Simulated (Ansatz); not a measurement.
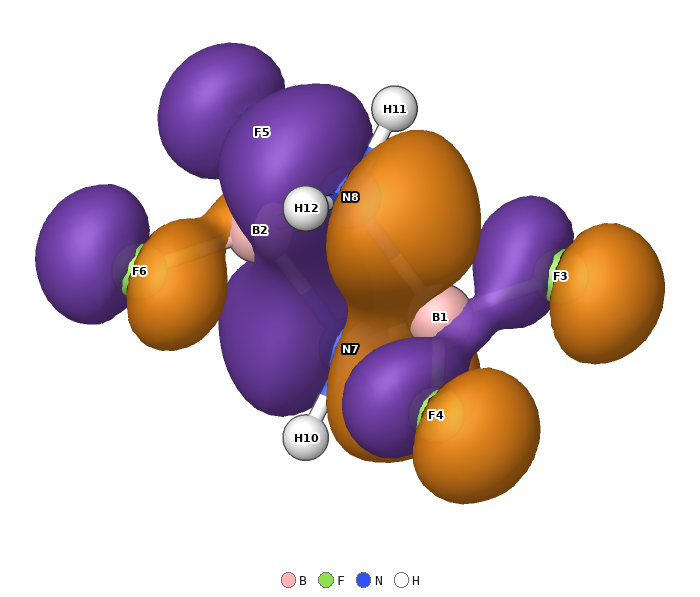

*B2F4H4N2. The HOMO−1 at ±0.08 Å⁻³ᐟ² (orange and purple are the two phases), seen at an oblique angle.*

Geometry: PBE0-D4/def2-SVP.

All numbers below come from isolated molecule in a Gaussian basis; Kohn-Sham density functional theory, functional PBE0 (Ansatz 0.2.0).

```yaml
atoms:
  - { symbol: B, position_ang: [0.7488, -0.5865, 0.5814] }
  - { symbol: B, position_ang: [-0.7346, 0.5764, -0.5785] }
  - { symbol: F, position_ang: [0.7288, -0.6350, 1.9423] }
  - { symbol: F, position_ang: [1.7373, -1.2968, -0.0295] }
  - { symbol: F, position_ang: [-1.7269, 1.2901, 0.0223] }
  - { symbol: F, position_ang: [-0.7056, 0.6181, -1.9394] }
  - { symbol: N, position_ang: [0.6949, 0.9183, 0.0476] }
  - { symbol: N, position_ang: [-0.6839, -0.9263, -0.0384] }
  - { symbol: H, position_ang: [0.6771, 1.6262, 0.7799] }
  - { symbol: H, position_ang: [1.4124, 1.1507, -0.6370] }
  - { symbol: H, position_ang: [-1.3996, -1.1524, 0.6502] }
  - { symbol: H, position_ang: [-0.6718, -1.6379, -0.7672] }
```

Describe this orbital and give its energy.

It lies mainly on N7 (about 20 %), N8 (about 20 %), F4 (about 10 %), F3 (about 10 %), F6 (about 10 %) and F5 (about 10 %); it is ungerade (odd under inversion); largely a combination of lone pairs on N7, N8, F4, F3, F6 and F5. Its energy is −10.60 eV.
